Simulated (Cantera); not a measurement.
Feed: 1 mol SiH4, 630 mol H2, at 1.33 mbar.

These are equilibrium values from Cantera (NASA tables, ideal gas, pure condensed phases), not measurements of a reactor. Candidate condensed phases: Si; 9 gas species. Gases not in the tables: Si2H6 and higher silanes. Equilibrium is a limit: real reactors are often held back by kinetics, nucleation or transport.

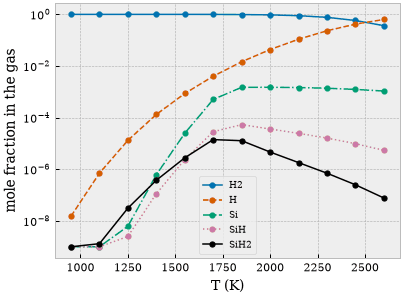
Fig. 1. Equilibrium gas composition (values under 1e-9 drawn at 1e-9)

From 950 K to 1550 K the condensed part is Si(s). At 1700 K the condensed part is Si(l). From 1850 K to 2600 K nothing is condensed.
